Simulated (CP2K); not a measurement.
# GFN1-xTB run of GaH2OF (SMILES [OH][GaH][F])

What is the vertical ionisation energy of GaH2OF at GFN1-xTB? 

The calculation is run with CP2K 2026.2.

9 further runs of the same task are left out: 4 that didn't finish, 5 set aside as unsound or not needed.

## 1. The structure to begin with

The species is GaH2OF (5 atoms), meant as a singlet with charge 0. As SMILES, `[OH][GaH][F]`. Geometry: relaxed at PBE0-D4/def2-TZVP. This is one conformer, not always the lowest.

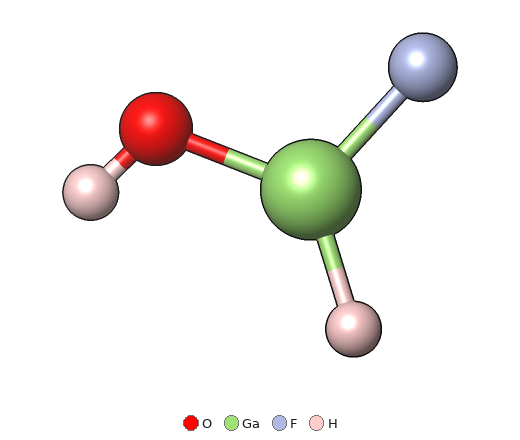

The structure, seen from a chosen angle (oxygen red, gallium green, fluorine light blue, hydrogen pink).

## 2. A single-point energy at GFN1-xTB

The input, molecule.pdb:

```
HETATM    1 O    MOL A   1      -1.130  -0.589  -0.284  1.00  0.00           O
HETATM    2 Ga   MOL A   1       0.384   0.280   0.016  1.00  0.00          GA
HETATM    3 F    MOL A   1       0.438   1.778  -0.881  1.00  0.00           F
HETATM    4 H    MOL A   1      -1.211  -1.421   0.187  1.00  0.00           H
HETATM    5 H    MOL A   1       1.569  -0.123   0.921  1.00  0.00           H
END
```

The input, gas.inp:

```
&GLOBAL
 PROJECT gas
 RUN_TYPE ENERGY
 PRINT_LEVEL MEDIUM
&END GLOBAL

&FORCE_EVAL
 METHOD QUICKSTEP
 &DFT
  # Quickstep
  &QS
   METHOD XTB
   EPS_DEFAULT 1.0E-10
   &XTB
    GFN_TYPE 1
    CHECK_ATOMIC_CHARGES F
   &END XTB
  &END QS
  &POISSON
   PERIODIC NONE
   POISSON_SOLVER ANALYTIC
  &END POISSON
  &SCF
   SCF_GUESS ATOMIC
   EPS_SCF 1.0E-06
   MAX_SCF 150
   ADDED_MOS 4
   &DIAGONALIZATION
    ALGORITHM STANDARD
   &END DIAGONALIZATION
   &MIXING
    METHOD BROYDEN_MIXING
    ALPHA 0.2
    NBUFFER 8
   &END MIXING
   &SMEAR ON
    METHOD FERMI_DIRAC
    ELECTRONIC_TEMPERATURE [K] 300
   &END SMEAR
  &END SCF
  &PRINT
   &MOMENTS
    PERIODIC F
    REFERENCE COM
    MAX_MOMENT 1
   &END MOMENTS
   &MO ON
    ENERGIES T
    OCCUPATION_NUMBERS T
    NDIGITS 6
    &EACH
     QS_SCF 0
    &END EACH
    ADD_LAST NUMERIC
   &END MO
   &HIRSHFELD OFF
   &END HIRSHFELD
  &END PRINT
 &END DFT
 # atoms, cell and kinds
 &SUBSYS
  &CELL
   ABC 12.8 13.2 11.8
   PERIODIC NONE
  &END CELL
  &TOPOLOGY
   COORD_FILE_NAME molecule.pdb
   COORD_FILE_FORMAT PDB
   CONN_FILE_FORMAT OFF
   &CENTER_COORDINATES
   &END CENTER_COORDINATES
  &END TOPOLOGY
 &END SUBSYS
&END FORCE_EVAL
```

Started as:

```bash
$ OMP_NUM_THREADS=1 cp2k.psmp -i gas.inp > gas.out 2>&1
```

Log, shortened:

```text
CP2K| version string:                                       CP2K version 2026.2
[...]
 GLOBAL| Method name                                                        CP2K
[...]
 GLOBAL| Run type                                                         ENERGY
[...]
                             - Atoms:                                          5
[...]
                             - Spherical basis functions:                     21
[...]
 Number of electrons:                                                         18
[...]
     1 NoMix/Diag. 0.20E+00    0.0     1.39256942       -12.0664312872 -1.21E+01
[...]
    66 Broy./Diag. 0.20E+00    0.0     0.00000066       -12.3079080942 -2.63E-06
  *** SCF run converged in    66 steps ***
[...]
  Fermi energy:                                                -0.25469963399217
[...]
 TB_DIPOLE| Moment [Debye]          1.16806660      -2.79138339       2.37512913
 TB_DIPOLE| Derivative [a.u.]       0.00000000       0.00000000       0.00000000
[...]
 ENERGY| Total FORCE_EVAL ( QS ) energy [hartree]            -12.307908094166201
[...]
```

Run time: 0.3 s. Hardware: 1 thread of Arm Neoverse V2, shared host.

## 3. The doublet cation

molecule.pdb is that of step 2.

The input, gas.inp:

```
&GLOBAL
   PROJECT_NAME gas
   RUN_TYPE ENERGY
   PRINT_LEVEL MEDIUM
&END GLOBAL
&FORCE_EVAL
   METHOD QUICKSTEP
   &DFT
      CHARGE 1
      MULTIPLICITY 2
      UKS T
      &QS
         METHOD XTB
         EPS_DEFAULT 1.0E-10
         &XTB
            GFN_TYPE 1
            CHECK_ATOMIC_CHARGES F
         &END XTB
      &END QS
      &POISSON
         PERIODIC NONE
         POISSON_SOLVER ANALYTIC
      &END POISSON
      &SCF
         SCF_GUESS ATOMIC
         EPS_SCF 1.0E-06
         MAX_SCF 150
         ADDED_MOS 4
         &DIAGONALIZATION
            ALGORITHM STANDARD
         &END DIAGONALIZATION
         &MIXING
            METHOD BROYDEN_MIXING
            ALPHA 0.2
            NBUFFER 8
         &END MIXING
         &SMEAR ON
            METHOD FERMI_DIRAC
            ELECTRONIC_TEMPERATURE [K] 300
            FIXED_MAGNETIC_MOMENT 1.0
         &END SMEAR
      &END SCF
      &PRINT
         &MOMENTS
            PERIODIC F
            REFERENCE COM
            MAX_MOMENT 1
         &END MOMENTS
         &MO ON
            ENERGIES T
            OCCUPATION_NUMBERS T
            NDIGITS 6
            &EACH
               QS_SCF 0
            &END EACH
            ADD_LAST NUMERIC
         &END MO
         &HIRSHFELD OFF
         &END HIRSHFELD
      &END PRINT
   &END DFT
   &SUBSYS
      &CELL
         ABC 12.8 13.2 11.8
         PERIODIC NONE
      &END CELL
      &TOPOLOGY
         COORD_FILE_NAME molecule.pdb
         COORD_FILE_FORMAT PDB
         CONN_FILE_FORMAT OFF
         &CENTER_COORDINATES
         &END CENTER_COORDINATES
      &END TOPOLOGY
   &END SUBSYS
&END FORCE_EVAL
```

Started as:

```bash
$ OMP_NUM_THREADS=1 cp2k.psmp gas.inp > gas.out
```

Log, shortened:

```text
CP2K| version string:                                       CP2K version 2026.2
[...]
 GLOBAL| Method name                                                        CP2K
[...]
 GLOBAL| Run type                                                         ENERGY
[...]
                             - Atoms:                                          5
[...]
                             - Spherical basis functions:                     21
[...]
 Number of electrons:                                                          9
[...]
     1 NoMix/Diag. 0.20E+00    0.0     0.91518696       -11.3013567940 -1.13E+01
[...]
    58 Broy./Diag. 0.20E+00    0.0     0.00000018       -11.7035132993 -1.67E-07
  *** SCF run converged in    58 steps ***
[...]
  Fermi energy:                                                -0.63157791690522
[...]
 TB_DIPOLE| Moment [Debye]          2.35246940      -3.71097809       3.59976428
 TB_DIPOLE| Derivative [a.u.]       0.00000000       0.00000000       0.00000000
[...]
 ENERGY| Total FORCE_EVAL ( QS ) energy [hartree]            -11.703513299300615
[...]
```

Wall time 0.34 s (1 thread of Arm Neoverse V2, shared host).

## 4. Summary of results

Level: GFN1-xTB.

| quantity | value |
| --- | --- |
| singlet GaH2OF: total energy | -12.30791 Eh |
| singlet GaH2OF: dipole moment (from atomic charges alone) | 3.85 D |
| singlet GaH2OF: HOMO energy | -12.81 eV |
| singlet GaH2OF: LUMO energy | -6.03 eV |
| singlet GaH2OF: HOMO–LUMO gap | 6.78 eV |
| singlet GaH2OF: dispersion energy | -1.85 kJ/mol |
| doublet cation: total energy | -11.70351 Eh |
| doublet cation: HOMO energy (highest over α and β) | -20.08 eV |
| doublet cation: LUMO energy (lowest over α and β) | -20.08 eV |
| doublet cation: dispersion energy | -1.85 kJ/mol |
| vertical ionisation energy (to the doublet cation) | 16.446 eV |

The vertical ionisation energy comes to 16.45 eV (1587 kJ/mol). No empirical shift is applied, and without it xTB methods put this difference several eV too high. The dipole (singlet GaH2OF) comes from point charges on the atoms alone, without atomic dipoles, so it is partial.
